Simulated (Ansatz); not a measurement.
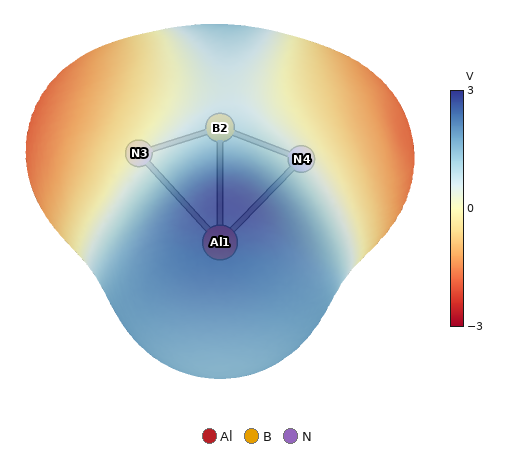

AlBN2 (SMILES [N]1[B]2[N][Al]12) (triplet). The electrostatic potential painted on the density surface at 0.002 e/bohr³, seen at a tilt; the colour scale runs from red (negative) to blue (positive).

Geometry: PBE0-D3(BJ)/pcseg-1.

Level of theory: isolated molecule in a Gaussian basis; Kohn-Sham density functional theory, functional PBE0 (Ansatz 0.2.0).

> Where is the surface potential most negative and most positive?

The most negative region (about −1.8 V, or −42 kcal/mol for a unit charge) lies over N3 and N4, the most positive (about +2.9 V, or +67 kcal/mol for a unit charge) over Al1.

> How polar is the molecule by this calculation?

Its dipole moment is 3.01 D.
